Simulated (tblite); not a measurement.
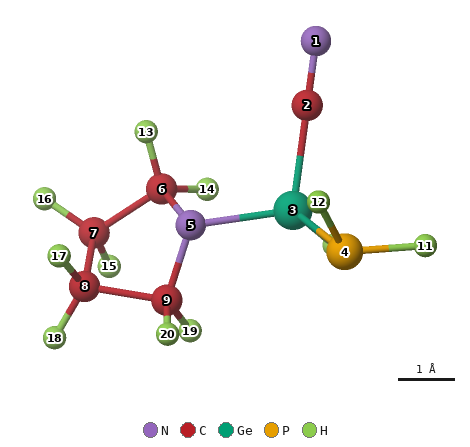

Figure 1. The structure as given in the input (ball-and-stick view, seen at a tilt; atoms are numbered from 1 in the order of the input). Sticks mark near contacts.

**C5H11GeN2P: geometry relaxation (part 1 of 3)**

System: C5H11GeN2P, SMILES N#[C][Ge@@H]([PH2])[N]1CCCC1.
Method: GFN2-xTB geometry optimisation, gas phase (tblite 0.8.0).

## Input file
```
{"job": {"kind": "relax", "xc": "GFN2-xTB", "basis": "xTB"}, "charge": 0, "multiplicity": 1}
N      2.836300     2.530500    -1.124300
C      2.392400     1.495300    -0.826300
Ge     1.684100    -0.193000    -0.297600
P      3.030200    -1.036500     1.332300
N     -0.037900     0.146000     0.302100
C     -0.775000     0.830600    -0.766500
C     -2.230500     0.444400    -0.625600
C     -2.204200    -0.314200     0.709600
C     -0.840800    -0.998100     0.568300
H      1.721000    -1.115600    -1.536700
H      4.296200    -1.412600     0.711500
H      3.244700     0.041500     2.280100
H     -0.633100     1.912200    -0.606400
H     -0.335900     0.497900    -1.742100
H     -2.482700    -0.283900    -1.418700
H     -2.916700     1.294000    -0.608900
H     -2.137000     0.421800     1.550700
H     -3.033300    -1.028900     0.810500
H     -0.934800    -1.718200    -0.251100
H     -0.648200    -1.502600     1.536100
```

The first line tells a small driver script what to run in tblite; the rest is the geometry in Å.

Hardware: 1 CPU thread, shared host.

Command:
```bash
OMP_NUM_THREADS=1 python <driver script> task.json out
```

## Log
```
step      E/eV     max force
  0    -721.94248    2.780
  1    -722.00819    7.811
  2    -722.34642    1.387
  3    -722.51243    1.225
  4    -722.72594    1.302
  5    -722.77384    0.603
  6    -722.80523    0.579
  7    -722.82019    0.686
  8    -722.83607    0.433
  9    -722.85016    0.327
 10    -722.86445    0.425
 11    -722.87551    0.416
 12    -722.88454    0.212
 13    -722.89238    0.218
 14    -722.90102    0.349
 15    -722.90887    0.310
 16    -722.91480    0.187
 17    -722.91927    0.138
 18    -722.92279    0.144
 19    -722.92642    0.175
 20    -722.93127    0.201
 21    -722.93697    0.198
 22    -722.94213    0.175
 23    -722.94575    0.109
 24    -722.94824    0.136
 25    -722.95010    0.116
 26    -722.95131    0.070
 27    -722.95215    0.089
 28    -722.95294    0.069
 29    -722.95391    0.091
 30    -722.95504    0.087
 31    -722.95609    0.078
 32    -722.95694    0.070
 33    -722.95775    0.081
 34    -722.95872    0.123
 35    -722.95987    0.156
 36    -722.96102    0.126
 37    -722.96205    0.084
 38    -722.96307    0.103
 39    -722.96431    0.112
 40    -722.96576    0.124
 41    -722.96712    0.097
 42    -722.96828    0.098
 43    -722.96939    0.092
 44    -722.97047    0.100
 45    -722.97142    0.089
 46    -722.97216    0.067
 47    -722.97279    0.052
 48    -722.97343    0.097
 49    -722.97417    0.112
 50    -722.97492    0.085
 51    -722.97550    0.058
 52    -722.97593    0.041
 53    -722.97630    0.059
 54    -722.97666    0.066
 55    -722.97701    0.055
 56    -722.97737    0.049
 57    -722.97777    0.050
 58    -722.97817    0.053
 59    -722.97849    0.050
 60    -722.97876    0.052
 61    -722.97907    0.050
 62    -722.97949    0.066
 63    -722.98009    0.081
 64    -722.98081    0.079
 65    -722.98149    0.060
 66    -722.98197    0.047
 67    -722.98229    0.044
 68    -722.98259    0.041
 69    -722.98293    0.045
 70    -722.98332    0.059
 71    -722.98373    0.059
 72    -722.98409    0.040
 73    -722.98437    0.044
 74    -722.98462    0.042
 75    -722.98489    0.056
 76    -722.98525    0.053
 77    -722.98570    0.062
 78    -722.98617    0.061
 79    -722.98665    0.083
 80    -722.98719    0.089
 81    -722.98779    0.066
 82    -722.98848    0.094
 83    -722.98918    0.076
 84    -722.99020    0.116
 85    -722.99140    0.135
 86    -722.99337    0.233
 87    -722.99477    0.222
 88    -722.99616    0.139
 89    -722.99756    0.119
 90    -722.99872    0.138
 91    -723.00008    0.074
 92    -723.00145    0.114
 93    -723.00241    0.077
 94    -723.00307    0.121
 95    -723.00360    0.079
 96    -723.00405    0.051
 97    -723.00439    0.037
 98    -723.00468    0.041
 99    -723.00500    0.038
100    -723.00527    0.038
101    -723.00552    0.030
102    -723.00573    0.031
103    -723.00589    0.029
104    -723.00599    0.030
105    -723.00608    0.021
106    -723.00619    0.019
107    -723.00633    0.022
108    -723.00643    0.021
109    -723.00651    0.021
110    -723.00660    0.022
111    -723.00673    0.024
112    -723.00691    0.034
113    -723.00711    0.045
114    -723.00736    0.042
115    -723.00773    0.051
116    -723.00835    0.060
117    -723.00933    0.082
118    -723.01045    0.099
119    -723.01165    0.110
120    -723.01257    0.197
121    -723.01397    0.186
122    -723.01602    0.110
123    -723.01778    0.144
124    -723.01874    0.054
125    -723.01934    0.064
126    -723.01982    0.111
127    -723.02017    0.062
128    -723.02054    0.050
129    -723.02087    0.067
130    -723.02124    0.057
131    -723.02159    0.046
132    -723.02184    0.036
133    -723.02204    0.036
134    -723.02225    0.035
135    -723.02261    0.046
136    -723.02286    0.069
137    -723.02329    0.070
138    -723.02397    0.085
139    -723.02511    0.106
140    -723.02664    0.167
141    -723.02573    0.229
142    -723.02904    0.079
143    -723.02980    0.063
144    -723.03091    0.128
145    -723.03174    0.089
146    -723.03331    0.077
147    -723.03344    0.213
148    -723.03486    0.116
149    -723.03584    0.052
150    -723.03724    0.087
151    -723.03871    0.065
152    -723.04066    0.092
153    -723.04228    0.119
154    -723.04353    0.235
155    -723.04763    0.167
156    -723.05094    0.137
157    -723.04368    0.384
158    -723.05421    0.132
159    -723.05562    0.136
160    -723.05727    0.156
161    -723.05883    0.142
162    -723.06056    0.069
163    -723.06313    0.230
164    -723.06452    0.088
165    -723.06570    0.093
166    -723.06699    0.114
167    -723.06765    0.082
168    -723.06840    0.058
169    -723.06886    0.068
170    -723.06921    0.062
171    -723.06954    0.046
172    -723.06986    0.036
173    -723.07004    0.029
174    -723.07025    0.030
175    -723.07049    0.037
176    -723.07076    0.038
177    -723.07102    0.039
178    -723.07119    0.029
179    -723.07128    0.023
180    -723.07133    0.020
181    -723.07138    0.025
182    -723.07142    0.028
183    -723.07146    0.028
184    -723.07151    0.019
185    -723.07156    0.017
186    -723.07163    0.019
187    -723.07171    0.029
188    -723.07180    0.044
189    -723.07191    0.048
190    -723.07203    0.043
191    -723.07215    0.029
192    -723.07226    0.021
193    -723.07234    0.022
194    -723.07240    0.021
195    -723.07245    0.018
196    -723.07249    0.018
197    -723.07252    0.022
198    -723.07254    0.021
199    -723.07256    0.018
200    -723.07258    0.013
201    -723.07259    0.009
```

## Trajectory as extended XYZ (Å, eV, eV/Å), 24 of the 202 frames kept, from step=0 to step=201
```
20
Properties=species:S:1:pos:R:3:forces:R:3 step=0 energy=-721.94248
N     2.8363    2.5305   -1.1243   -0.7790  -2.0440   0.6450
C     2.3924    1.4953   -0.8263    0.7200   2.4840  -1.0200
Ge    1.6841   -0.1930   -0.2976    0.7460  -0.0490   0.2800
P     3.0302   -1.0365    1.3323    0.1840  -1.2530   1.2820
N    -0.0379    0.1460    0.3021    0.9310  -0.1560  -0.4830
C    -0.7750    0.8306   -0.7665    0.7730   0.7080  -0.4540
C    -2.2305    0.4444   -0.6256   -0.4130  -0.6470   0.1690
C    -2.2042   -0.3142    0.7096   -0.2900   0.2510  -0.0320
C    -0.8408   -0.9981    0.5683   -1.4850  -0.4740   1.6230
H     1.7210   -1.1156   -1.5367   -0.0490   0.1980   0.0640
H     4.2962   -1.4126    0.7115   -0.8690   1.1500   0.3570
H     3.2447    0.0415    2.2801    0.3090  -0.4400  -1.2920
H    -0.6331    1.9122   -0.6064    0.1290  -0.2390  -0.3760
H    -0.3359    0.4979   -1.7421   -0.6330   0.6310   0.2020
H    -2.4827   -0.2839   -1.4187   -0.2380   0.5340   0.2340
H    -2.9167    1.2940   -0.6089    0.1330  -0.1980  -0.2190
H    -2.1370    0.4218    1.5507   -0.3100  -0.7540  -0.5660
H    -3.0333   -1.0289    0.8105    0.2080   0.4010   0.1870
H    -0.9348   -1.7182   -0.2511    0.3400  -0.2170  -0.0050
H    -0.6482   -1.5026    1.5361    0.5930   0.1130  -0.5960
20
Properties=species:S:1:pos:R:3:forces:R:3 step=9 energy=-722.85016
N     2.8272    2.5235   -1.1362   -0.1020  -0.1920   0.0150
C     2.3897    1.5088   -0.8316    0.0720   0.0140   0.1080
Ge    1.7561   -0.2318   -0.2188    0.1450   0.0390  -0.1000
P     2.9765   -1.2261    1.4867   -0.0320   0.0310  -0.0030
N     0.0054    0.0980    0.2221   -0.1600  -0.2700  -0.0920
C    -0.7531    0.8451   -0.7941   -0.0440  -0.0620   0.0650
C    -2.2273    0.4358   -0.6120    0.1040   0.0950  -0.0320
C    -2.2127   -0.3250    0.7174   -0.1120   0.1010  -0.1790
C    -0.8556   -1.0154    0.6106   -0.2420   0.0540  -0.0360
H     1.7565   -1.0597   -1.5230    0.1330   0.0330  -0.0170
H     4.1636   -1.2117    0.7628   -0.0490  -0.0550  -0.1080
H     3.3050   -0.0129    2.0716   -0.0990   0.0900   0.0700
H    -0.5894    1.9108   -0.6247   -0.0110   0.0590  -0.0150
H    -0.4121    0.6023   -1.8099   -0.0650   0.0750  -0.0270
H    -2.5188   -0.2373   -1.4238   -0.0380   0.0570   0.1070
H    -2.8967    1.2986   -0.6253    0.0850  -0.1130   0.0880
H    -2.2112    0.3864    1.5484    0.0500  -0.1440  -0.0570
H    -3.0611   -1.0038    0.8255    0.1640   0.0020  -0.0240
H    -0.9163   -1.7845   -0.1855    0.0470   0.0690   0.2220
H    -0.5307   -1.4903    1.5366    0.1540   0.1160   0.0120
20
Properties=species:S:1:pos:R:3:forces:R:3 step=17 energy=-722.91927
N     2.7975    2.4790   -1.1456    0.0370   0.0490   0.0700
C     2.4049    1.4775   -0.7544   -0.0310  -0.0200  -0.1080
Ge    1.7704   -0.2737   -0.2265    0.0190   0.0740  -0.1040
P     2.9501   -1.2224    1.5123   -0.0460  -0.0160  -0.0230
N     0.0149    0.0361    0.1210   -0.1020  -0.0060   0.0350
C    -0.7564    0.8517   -0.8194   -0.0810  -0.0250  -0.0320
C    -2.2250    0.4541   -0.6074    0.0050   0.0080   0.0090
C    -2.2082   -0.3295    0.7069    0.0100   0.0460  -0.0230
C    -0.8527   -1.0182    0.6185   -0.0630  -0.0220  -0.0090
H     1.8943   -1.0315   -1.5591    0.1220  -0.0460  -0.0460
H     4.0935   -1.2122    0.7148    0.0260  -0.0010   0.1080
H     3.2403    0.0213    2.0683    0.0100  -0.0290  -0.0370
H    -0.5761    1.9107   -0.6069   -0.0100  -0.0260   0.0600
H    -0.4591    0.6742   -1.8593    0.0060  -0.0080  -0.0610
H    -2.5525   -0.2056   -1.4143    0.0000   0.0680   0.0160
H    -2.8826    1.3224   -0.5797    0.0270  -0.0560   0.0240
H    -2.2164    0.3551    1.5545   -0.0360  -0.0060   0.0180
H    -3.0428   -1.0275    0.7876    0.0980   0.0530   0.0310
H    -0.9343   -1.8624   -0.0841    0.0620  -0.0270   0.0310
H    -0.4650   -1.3882    1.5696   -0.0530  -0.0100   0.0380
20
Properties=species:S:1:pos:R:3:forces:R:3 step=26 energy=-722.95131
N     2.8146    2.5018   -1.0958   -0.0200  -0.0120   0.0210
C     2.3930    1.4792   -0.7991    0.0310   0.0620  -0.0070
Ge    1.7838   -0.2882   -0.3003    0.0200   0.0560  -0.0240
P     2.8913   -1.2149    1.4957   -0.0020  -0.0320   0.0340
N     0.0235   -0.0142    0.0451   -0.0520   0.0010   0.0020
C    -0.7692    0.8468   -0.8370   -0.0470   0.0040  -0.0120
C    -2.2358    0.4648   -0.6002    0.0140  -0.0090   0.0080
C    -2.2022   -0.3299    0.7055    0.0150   0.0080  -0.0040
C    -0.8468   -1.0222    0.6307   -0.0060  -0.0320  -0.0100
H     2.0648   -1.0506   -1.6111   -0.0340  -0.0310  -0.0280
H     4.0786   -1.2316    0.7713    0.0200  -0.0360   0.0290
H     3.1933    0.0239    2.0485   -0.0440   0.0200  -0.0030
H    -0.5779    1.8929   -0.5739    0.0160  -0.0090   0.0130
H    -0.4981    0.7169   -1.8910   -0.0090   0.0020  -0.0150
H    -2.5937   -0.1681   -1.4148    0.0050   0.0100   0.0400
H    -2.8805    1.3410   -0.5352    0.0370  -0.0410  -0.0170
H    -2.2247    0.3463    1.5602    0.0030   0.0120  -0.0060
H    -3.0260   -1.0377    0.7879    0.0220   0.0260   0.0120
H    -0.9223   -1.9192    0.0000   -0.0320  -0.0220  -0.0240
H    -0.4706   -1.3264    1.6107    0.0630   0.0220  -0.0070
20
Properties=species:S:1:pos:R:3:forces:R:3 step=35 energy=-722.95987
N     2.8124    2.5360   -1.0700   -0.0620  -0.1350   0.0460
C     2.4015    1.4997   -0.8046    0.0210   0.0450  -0.0200
Ge    1.7962   -0.2860   -0.3288    0.0090   0.0660  -0.0420
P     2.8558   -1.2173    1.4969   -0.0460  -0.0360   0.0320
N     0.0304   -0.0400   -0.0039   -0.0490   0.0060  -0.0270
C    -0.7717    0.8422   -0.8522   -0.0600   0.0210  -0.0080
C    -2.2344    0.4617   -0.5948    0.0110  -0.0030   0.0060
C    -2.1861   -0.3240    0.7163    0.0270   0.0000  -0.0130
C    -0.8351   -1.0263    0.6230    0.0200  -0.0200   0.0060
H     2.0671   -1.0593   -1.6351    0.0120   0.0160  -0.0320
H     4.0757   -1.2668    0.8301   -0.0150   0.0160   0.0040
H     3.1360    0.0310    2.0383    0.0050   0.0130   0.0190
H    -0.5727    1.8807   -0.5628    0.0060  -0.0010  -0.0330
H    -0.5230    0.7366   -1.9150    0.0120   0.0060   0.0200
H    -2.6033   -0.1786   -1.3994    0.0190   0.0240   0.0440
H    -2.8763    1.3397   -0.5290    0.0240  -0.0460  -0.0190
H    -2.2045    0.3563    1.5679    0.0470   0.0070  -0.0110
H    -3.0131   -1.0268    0.8069    0.0260   0.0060   0.0290
H    -0.9397   -1.9402    0.0191    0.0160   0.0260  -0.0340
H    -0.4202   -1.3080    1.5941   -0.0220  -0.0110   0.0310
20
Properties=species:S:1:pos:R:3:forces:R:3 step=44 energy=-722.97047
N     2.7852    2.5585   -1.0138   -0.0320  -0.0940   0.0070
C     2.3990    1.5000   -0.8064    0.0270   0.0670   0.0100
Ge    1.8043   -0.2981   -0.3793    0.0330   0.0850  -0.0330
P     2.7606   -1.2200    1.5100   -0.0280  -0.0550   0.0180
N     0.0404   -0.0674   -0.0826    0.0110   0.0480   0.0200
C    -0.7794    0.8425   -0.8797   -0.0350   0.0030  -0.0110
C    -2.2303    0.4517   -0.5825   -0.0020   0.0090  -0.0200
C    -2.1389   -0.3101    0.7391   -0.0020   0.0150  -0.0200
C    -0.8050   -1.0309    0.6006    0.0190   0.0080   0.0000
H     2.0842   -1.0355   -1.7029    0.0530  -0.0200   0.0030
H     4.0179   -1.3029    0.9267    0.0160  -0.0010  -0.0340
H     3.0392    0.0316    2.0465   -0.0250   0.0200   0.0040
H    -0.5682    1.8766   -0.5770   -0.0210  -0.0450   0.0150
H    -0.5591    0.7670   -1.9510   -0.0010  -0.0350   0.0050
H    -2.6070   -0.2122   -1.3627    0.0100   0.0150   0.0050
H    -2.8808    1.3224   -0.5248   -0.0040  -0.0190   0.0080
H    -2.1022    0.3862    1.5769   -0.0030   0.0100  -0.0040
H    -2.9657   -1.0032    0.8805   -0.0260   0.0290   0.0330
H    -0.9377   -1.9520    0.0140   -0.0070   0.0040   0.0110
H    -0.3616   -1.2936    1.5654    0.0160  -0.0460  -0.0150
```
